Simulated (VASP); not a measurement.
Band structure of BeZn3Te4 (ordered alloy cell). Method: PBEsol GGA, VASP's PBE PAW potentials (set 64) (plane waves; VASP).

Unless said otherwise, spin-orbit coupling is left out, though it shifts the bands of the heavy elements here.

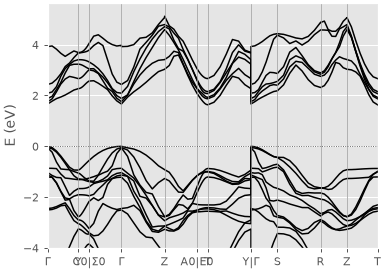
*Bands along high-symmetry lines, zero at the valence-band maximum or, without a gap, the Fermi level*

Task: Read the plot: is there a gap, and where are the band edges?

Result: The gap is indirect, 1.63 eV, from the valence maximum at Γ to the conduction minimum at T. (Edges off the drawn lines would not show.)

The structure was generated: BeZn3Te4 was put into an ordered model structure (Amm2), which need not be its known phase. It was relaxed first.
